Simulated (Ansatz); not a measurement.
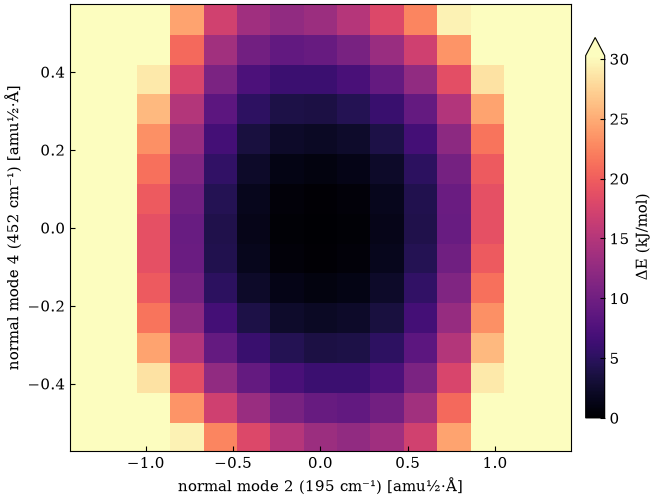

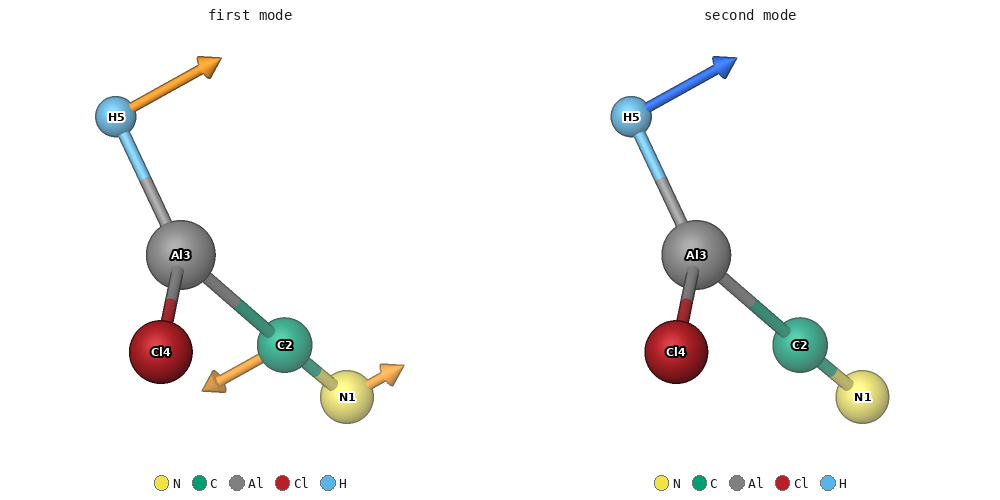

Energy landscape of CHAlClN, SMILES N#[C][AlH][Cl]. The first coordinate is: normal mode 2 (195 cm⁻¹); the second: normal mode 4 (452 cm⁻¹). Nothing is relaxed (straight displacements along the two mass-weighted modes). Grid: 15 × 15 points; 173 points were computed and 52 follow by symmetry. Energies: kJ/mol, counted from the lowest grid point. Level of theory: Ansatz 0.2.0, RKS SPW92 (LDA)/def2-TZVP.

In the figure: one coloured cell a grid point, one colour for all values above the top of the scale. The second picture is the structure at the lowest point

Where are the wells?

Answer. The lowest grid point is at normal mode 2 (195 cm⁻¹) = 0.000 amu½·Å, normal mode 4 (452 cm⁻¹) = 0.000 amu½·Å. No other kind of well shows on this grid. The highest grid point, normal mode 2 (195 cm⁻¹) = −1.337 amu½·Å, normal mode 4 (452 cm⁻¹) = 0.536 amu½·Å, lies 78.9 kJ/mol above the lowest.

The values on the grid:

```
normal mode 4 (452 cm⁻¹) ↓, normal mode 2 (195 cm⁻¹) →  −1.337  −1.146  −0.955  −0.764  −0.573  −0.382  −0.191  0.000  0.191  0.382  0.573  0.764  0.955  1.146  1.337
                                                 0.536    78.9    54.5    36.6    24.4    17.1    13.5    12.5   13.2   15.1   18.0   22.6   29.5   40.1   55.6   77.1
                                                 0.459    73.6    49.9    32.5    20.8    13.7    10.1     8.9    9.2   10.6   13.0   17.0   23.5   33.7   48.9   70.2
                                                 0.383    68.9    45.8    28.9    17.6    10.8     7.3     6.0    6.1    7.1    9.0   12.5   18.6   28.4   43.4   64.6
                                                 0.306    64.7    42.1    25.9    15.0     8.5     5.2     3.9    3.7    4.4    6.0    9.1   14.8   24.4   39.1   60.2
                                                 0.230    61.1    39.0    23.3    12.8     6.7     3.5     2.2    2.0    2.5    3.8    6.6   12.1   21.5   36.1   57.0
                                                 0.153    58.2    36.5    21.2    11.2     5.3     2.4     1.1    0.9    1.2    2.4    5.0   10.4   19.7   34.2   55.1
                                                 0.077    56.0    34.7    19.7    10.0     4.4     1.6     0.5    0.2    0.5    1.6    4.2    9.5   18.8   33.4   54.3
                                                 0.000    54.7    33.6    18.9     9.4     4.0     1.4     0.3    0.0    0.3    1.4    4.0    9.4   18.9   33.6   54.7
                                                −0.077    54.4    33.4    18.8     9.5     4.2     1.6     0.5    0.2    0.5    1.6    4.4   10.0   19.7   34.7   56.0
                                                −0.153    55.1    34.2    19.7    10.4     5.0     2.4     1.2    0.9    1.1    2.4    5.3   11.2   21.2   36.5   58.1
                                                −0.230    57.1    36.1    21.5    12.1     6.6     3.8     2.5    2.0    2.2    3.5    6.7   12.8   23.3   39.0   61.1
                                                −0.306    60.2    39.2    24.4    14.8     9.1     6.0     4.4    3.7    3.9    5.2    8.5   15.0   25.8   42.1   64.7
                                                −0.383    64.6    43.4    28.4    18.6    12.5     9.0     7.1    6.1    6.0    7.3   10.8   17.6   28.9   45.8   68.9
                                                −0.459    70.2    48.9    33.7    23.5    17.0    13.0    10.6    9.2    8.9   10.1   13.7   20.7   32.5   49.9   73.6
                                                −0.536    77.1    55.6    40.1    29.5    22.6    18.0    15.1   13.2   12.5   13.5   17.1   24.4   36.6   54.5   78.8
```

The input of one point:

```yaml
crystal:
  periodic: [false, false, false]
  atoms:
    - { symbol: "N", position_ang: [1.452906, -1.462531, 1.292691] }
    - { symbol: C, position_ang: [0.781175, -0.74826, 0.673786] }
    - { symbol: Al, position_ang: [-0.288198, 0.474175, -0.340578] }
    - { symbol: Cl, position_ang: [-2.057853, -0.297485, -1.083969] }
    - { symbol: H, position_ang: [0.161869, 1.960501, -0.583328] }
basis:
  gaussian: { orbitals: def2-TZVP }
hamiltonian:
  xc: lda
output:
  forces: true
```

Each point was launched as `ansatz run input.yaml --threads 1 --pin off --max-ram 2560MiB --backend cpu --events-out ev --progress --plain --runs-dir out`. Time for the 173 points that were run: 3.4 min on 1 thread of Intel(R) Xeon(R) 6975P-C (Granite Rapids), with other jobs on the host.
